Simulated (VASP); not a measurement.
Input:

```yaml
crystal:
  lattice:
    - [-1.49397, 1.49397, 1.49397]
    - [1.49397, -1.49397, 1.49397]
    - [1.49397, 1.49397, -1.49397]
  atoms:
    - { symbol: V, position: [0.00000, 0.00000, 0.00000] }
```

Level of theory: PBE GGA, VASP's PBE PAW potentials (set 64) (plane waves; VASP 6.6.1). Settings: 400 eV cut-off, 19×19×19 Γ-centred mesh, tetrahedra with Blöchl corrections, potentials V_sv.

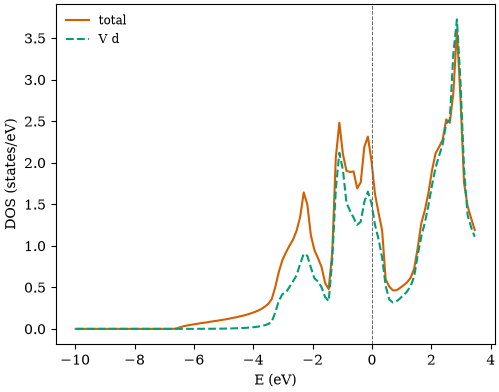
Figure: Total and projected density of states, zero at the Fermi level

Within 2 eV below the Fermi level the largest weight inside VASP's projection spheres is V d.

It has no gap at this level: it comes out as a metal or semimetal.

The compound is V in the bcc structure. It was relaxed first. The run is not spin-polarised, so no magnetic state was tried.
